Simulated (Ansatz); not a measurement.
## Electronic structure of CH$_{4}$MoO$_{3}$S in real space

```yaml
atoms:
  - { symbol: C, position_ang: [-0.5876, 0.0487, 1.7544] }
  - { symbol: O, position_ang: [-0.0589, -0.5690, 0.6044] }
  - { symbol: Mo, position_ang: [0.6886, -0.0555, -0.9932] }
  - { symbol: O, position_ang: [1.9861, -1.0556, -1.3271] }
  - { symbol: O, position_ang: [-0.5822, -0.1496, -2.3623] }
  - { symbol: S, position_ang: [1.3546, 1.9420, -0.7859] }
  - { symbol: H, position_ang: [-0.2931, -0.5341, 2.6300] }
  - { symbol: H, position_ang: [-1.6783, 0.0698, 1.6866] }
  - { symbol: H, position_ang: [-0.2107, 1.0709, 1.8469] }
  - { symbol: H, position_ang: [-0.5354, -0.8187, -3.0509] }
```

Geometry: PBE0-D4/def2-TZVP; core potentials replace the inner electrons of Mo.

Computed with RKS PBE0-D4/def2-TZVPP (Ansatz).

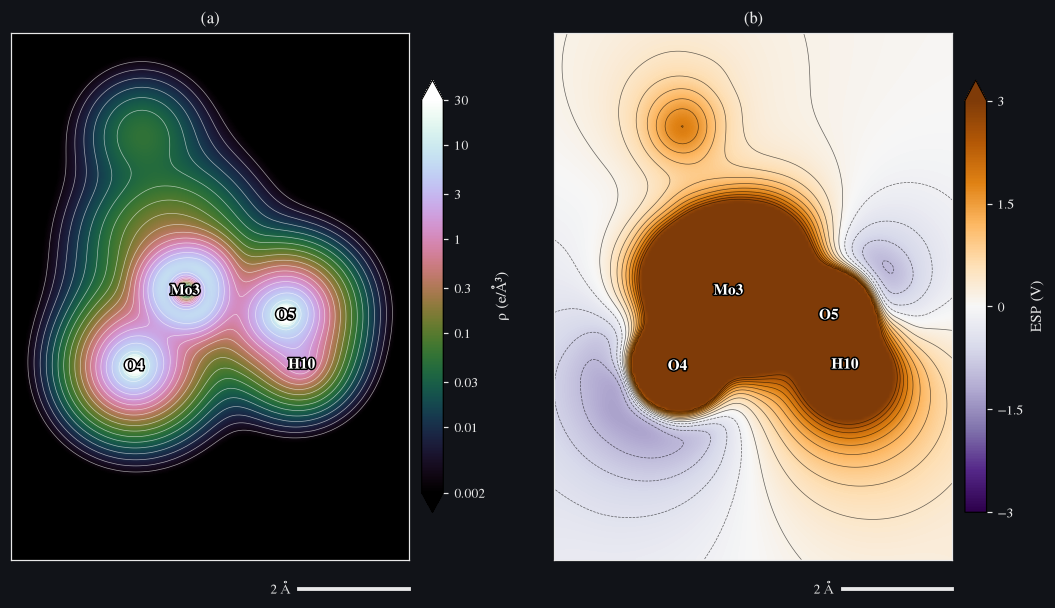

Figure 1. (a) electron density; (b) electrostatic potential on the plane of atoms O4, Mo3 and O5.

Describe what can be read from this map.

Answer. Atoms in the plane: Mo, O and H. Mo–O (1.67 Å): ρ at the midpoint is about 2 e/Å³. O–H (0.96 Å): the density is about 3.8 e/Å³ at the midpoint. Outside the dense part of the molecule the potential is most negative (−1.3 V) near O4.

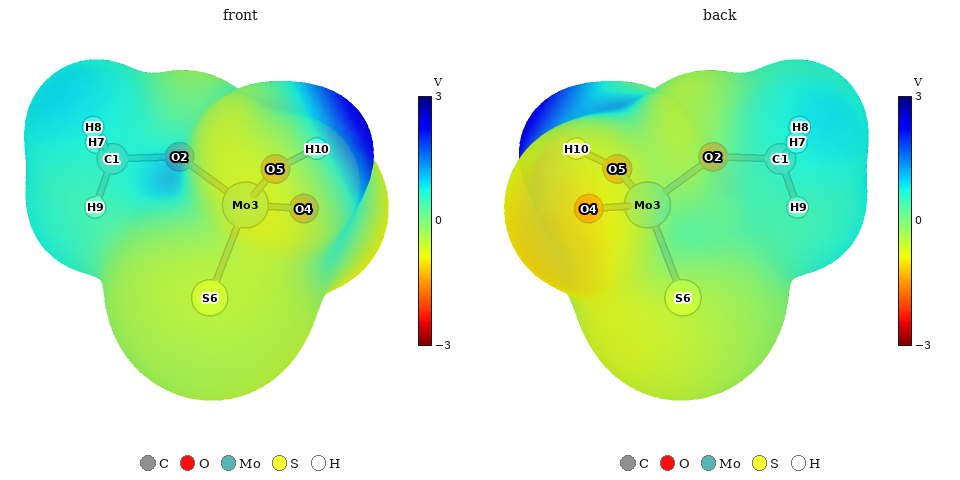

Figure 2. The molecular electrostatic potential painted on the density surface at 0.001 e/bohr³, seen from the front and from behind; the colour scale runs from red (negative) to blue (positive).

Describe the electrostatic potential map.

Answer. The most negative region (about −1.1 V) lies over O4, the most positive (about +2.4 V) over H10. O4 is the likeliest acceptor of a hydrogen bond.

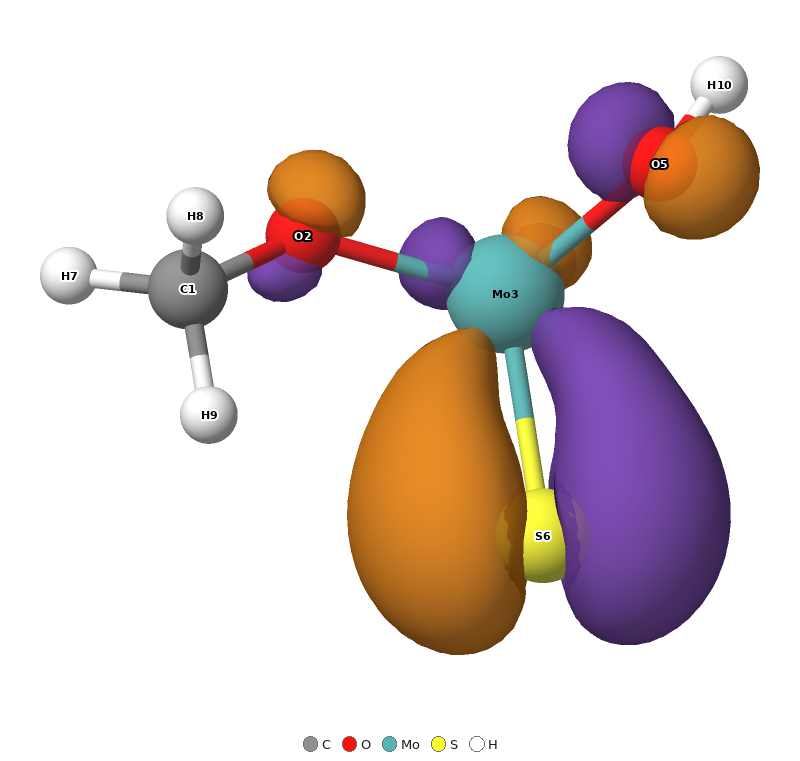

Figure 3. The HOMO−1 at ±0.15 Å⁻³ᐟ² (orange and purple are the two phases), seen at a tilt.

Where does this orbital lie, and at what energy?

Answer. Its weight (Hirshfeld) is mainly on S6 (about 65 %), Mo3 (about 20 %) and O5 (about 10 %). Its energy is −8.08 eV.

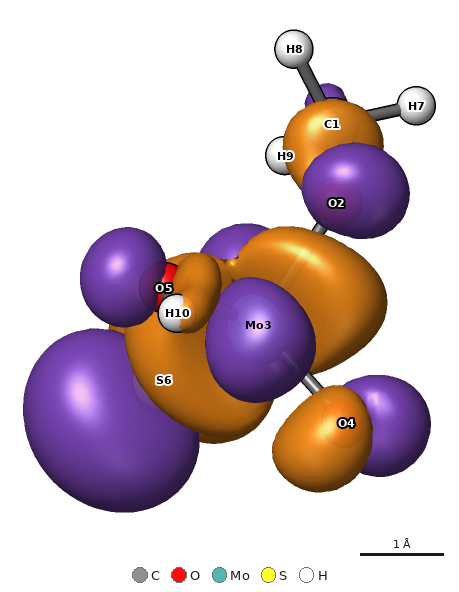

Figure 4. The LUMO at ±0.08 Å⁻³ᐟ² (orange and purple are the two phases), seen at an oblique angle.

What is the character of this orbital?

Answer. It lies mainly on Mo3 (about 50 %), S6 (about 30 %) and O4 (about 10 %). Its energy is −2.62 eV.
